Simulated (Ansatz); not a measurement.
LiGeH3

Input

```
crystal:
  lattice:
    - [5.88357, 0.0, 0.0]
    - [-2.941785, 5.09532108, 0.0]
    - [0.0, 0.0, 4.9421988]
  atoms:
    - { symbol: Li, position: [0.33333333, 0.66666667, 0.75] }
    - { symbol: Li, position: [0.66666667, 0.33333333, 0.25] }
    - { symbol: Ge, position: [0.0, 0.0, 0.0] }
    - { symbol: Ge, position: [0.0, 0.0, 0.5] }
    - { symbol: H, position: [0.83333333, 0.66666667, 0.75] }
    - { symbol: H, position: [0.33333333, 0.16666667, 0.75] }
    - { symbol: H, position: [0.83333333, 0.16666667, 0.75] }
    - { symbol: H, position: [0.16666667, 0.33333333, 0.25] }
    - { symbol: H, position: [0.66666667, 0.83333333, 0.25] }
    - { symbol: H, position: [0.16666667, 0.83333333, 0.25] }
basis:
  ecutwfc: 420
kpoints:
  mp_grid: { grid: [9, 9, 8] }
hamiltonian:
  xc: pbe
scf:
  occupations: { method: gaussian, width: 0.1 }
output:
  forces: true
  stress: true
  eigenvalues: true
  write_density: true
  write_potential: true
  elf: true
  volumetric_format: npy
relax:
  adjacent_minimum: "off"
  f_tol: 0.01
  max_steps: 80
  cell: { stress_tol: 0.05 }
```

Command:

```sh
ansatz run input.yaml --threads 1 --pin off --max-ram 2048MiB --backend cpu --events-out ev --progress --plain --runs-dir out
```

Below, planes, directions and counts refer to the conventional cell (a = 4.24 Å, b = 4.24 Å, c = 6.10 Å, α = 90.00°, β = 90.00°, γ = 120.00°).

The fields are those of the relaxed geometry.

Space group P6₃/mmc; a structure generated by program, which may or may not match a known phase.

Theory: DFT PBE, scalar-relativistic, plane waves, PAW (Ansatz).

What will maps of the valence pseudo-density and electron localisation function show?

Li–Ge (2.89 Å): the density is about 0.14 e/Å³ at the midpoint; the ELF is about 0.35 at the midpoint.

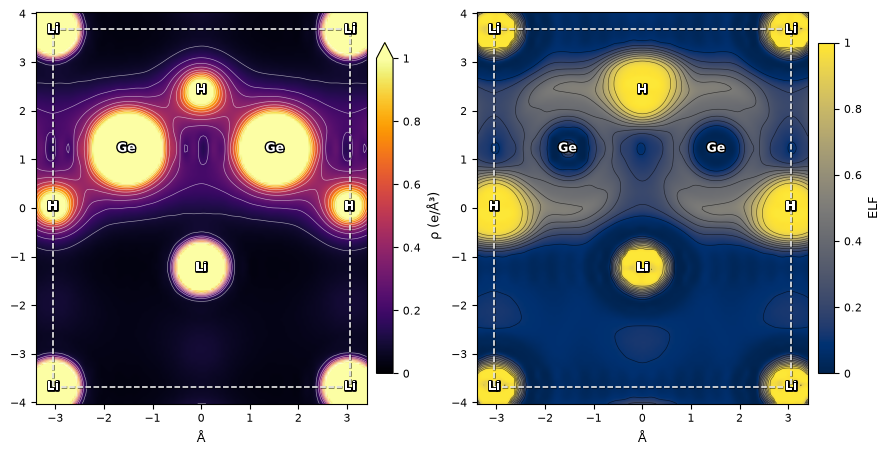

Computed valence pseudo-density and electron localisation function on the (110) plane of the conventional cell, in this order. 

In a PAW calculation such maps are meaningful between the atoms, not at the nuclei.
